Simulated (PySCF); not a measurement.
Si(H)(Br)2(Et), C2H6Br2Si, SMILES CC[SiH](Br)Br at its PBE0/def2-SVP optimised geometry (Å):

```
11

Si    -0.2457    -1.4284     0.0000
Br    -0.9812    -2.5052     1.8074
Br     1.9831    -1.4284     0.0000
C     -0.8831     0.3292     0.0000
C     -0.4683     1.1879     1.1895
H     -0.6892    -2.2033    -1.1882
H     -0.5425     0.7754    -0.9518
H     -1.9831     0.2537    -0.0730
H      0.6266     1.2802     1.2542
H     -0.8851     2.2033     1.1086
H     -0.8221     0.7559     2.1380
```

Method: PBE0/def2-TZVP (PySCF).

Map of the Laplacian of the electron density (e/bohr⁵), clipped to [-1.50, 1.50] on the plane z = 0.6 Å:

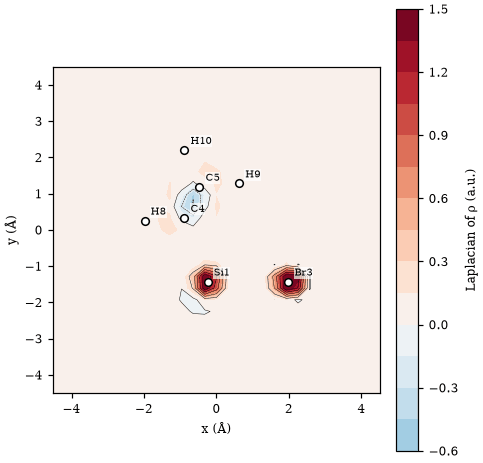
Figure: Laplacian of the electron density (e/bohr⁵), clipped to [-1.50, 1.50] on the plane z = 0.6 Å.
